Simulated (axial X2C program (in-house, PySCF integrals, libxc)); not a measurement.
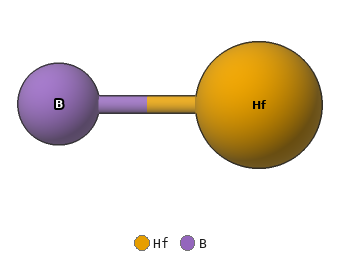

Figure 1. The molecule at the reference distance of 2.110 Å.

# HfB⁺: relativistic diatomic calculation

- system: HfB⁺, single determinant with Ω = 1 (not the lowest found). The distance is the PBE0 minimum at charge 1.
- method: expectation values, HF and Kohn-Sham, two-component X2C with atomic mean-field Coulomb and Gaunt terms, Hf dyall-cv3z, B dyall-v3z (cores contracted) (axial X2C program (in-house, PySCF integrals, libxc))

**Output**
```
two-component X2C + atomic mean field  PBE0
basis functions 227  fitting functions 1179  grid points 5077
iter        total energy     max residual
   1     -15100.815134619     1.71e-05
   2     -15100.815134639     1.52e-05
   3     -15100.815134645     1.40e-05
   4     -15100.815134656     9.04e-06
   5     -15100.815134658     2.45e-06
   6     -15100.815134658     1.71e-06
converged
one-electron -20873.53396606  Coulomb 6011.53578990  exact exchange -77.81608010  xc functional -238.57558572  nuclear repulsion 90.28615921  atomic mean-field constant -12.71145189
```

**Expectation values by level of theory**

| quantity | PBE0 | HF | LDA | BP86 | B3LYP |
| --- | --- | --- | --- | --- | --- |
| effective field for an electron dipole moment (GV/cm) | −17.6 | −16.5 | −20.3 | −20.0 | −17.8 |
| field gradient at the first nucleus (a.u.) | −6.98 | −7.00 | −7.40 | −7.29 | −7.15 |
| field gradient at the second nucleus (a.u.) | −0.264 | −0.385 | −0.241 | −0.243 | −0.280 |
| A∥/gI, first nucleus (MHz) | 6710 | 6300 | 6850 | 6800 | 6750 |
| A∥/gI, second nucleus (MHz) | 157 | 151 | 165 | 164 | 167 |

Each column comes from one determinant with 2 or more unpaired spinors, which can mix states, in a basis with contracted cores. The spread over the levels shows only part of the uncertainty.

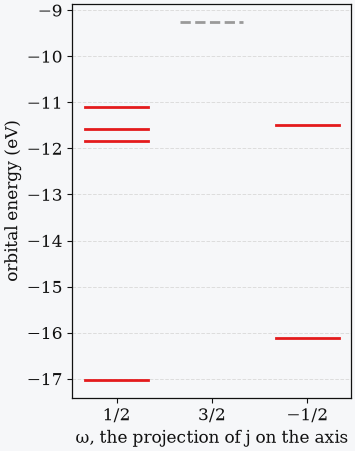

Figure 2. Orbital energies (PBE0) near the frontier at 2.11 Å, filled (solid) and empty (dashed). The highest filled spinor (1/2; 57 % Hf d, 34 % B p) lies at −11.11 eV, the lowest empty one (3/2; 58 % Hf d, 37 % B p) at −9.25 eV.

**Input file**
```
{"zs": [72, 5], "q": 1, "bas": ["dyall-cv3z", "dyall-v3z"], "r0": 2.37, "levels": ["PBE0", "HF", "LDA", "BP86", "B3LYP"], "nst": 3}
```

The line is the task of a batch: nuclear charges, charge, bases, the levels to run, a first guess of the distance and further settings. This report covers the levels named above. The log is that of the reference distance, started from orbitals converged before.

The run was one of a batch that the task file lists, launched with:
```bash
python <driver script> task.json out
```

**Key numbers**

- outcome: converged
- hardware: 1 thread of Arm Neoverse V2, 24 GiB of memory available, shared host
- wall time: 3.9 s
- peak memory: 0.42 GiB
